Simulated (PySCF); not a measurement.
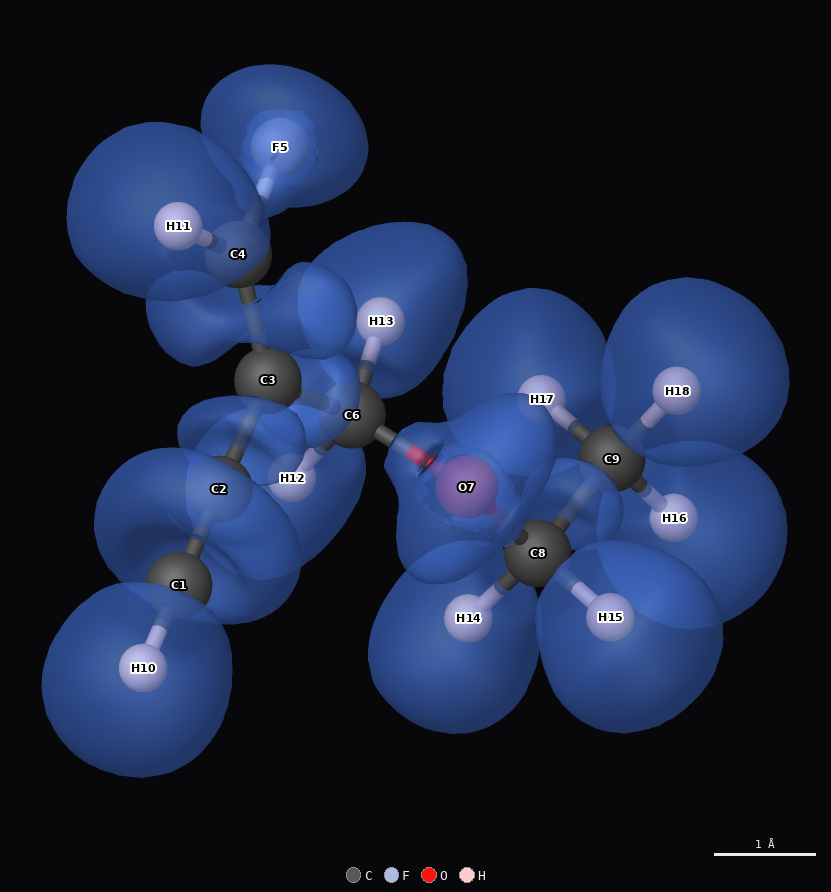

The picture shows: C7H9FO. Isosurface of the ELF at 0.75 (blue), seen at an oblique angle. Only the valence region is drawn (cores and ρ < 0.01 e/Å³ removed).

Geometry: GFN2-xTB.

Theory: PBE0/pcSseg-1, SCF density, gas phase, non-relativistic (PySCF).

```xyz
18

C     2.9438    0.6605   -2.0335
C     2.3180   -0.0097   -1.2590
C     1.5249   -0.7888   -0.3853
C     2.1046   -1.6788    0.4166
F     1.4010   -2.4566    1.2541
C     0.0352   -0.5566   -0.4195
O    -0.2186    0.7905   -0.0830
C    -1.5209    1.2356   -0.3813
C    -2.6090    0.6310    0.5043
H     3.5089    1.2445   -2.6968
H     3.1651   -1.8751    0.4652
H    -0.3393   -0.7656   -1.4365
H    -0.4550   -1.2422    0.2851
H    -1.7511    1.0373   -1.4404
H    -1.4788    2.3173   -0.2304
H    -3.5570    1.1188    0.2940
H    -2.7210   -0.4345    0.3177
H    -2.3598    0.7786    1.5522
```

Where are the electrons localised?

Answer. The ELF exceeds this value in five regions between bonded C–C atoms (shared pairs), nine regions around hydrogen nuclei, one region on F in which the atom's valence shell and bonds are merged and one region on O in which the atom's valence shell and bonds are merged.

Values along the shortest contacts:
C–C (1.20 Å): the ELF peaks at about 0.85 between the atoms; a short, multiple covalent bond. C–F (1.34 Å): the ELF peaks at about 0.85 between the atoms: a polar covalent bond.
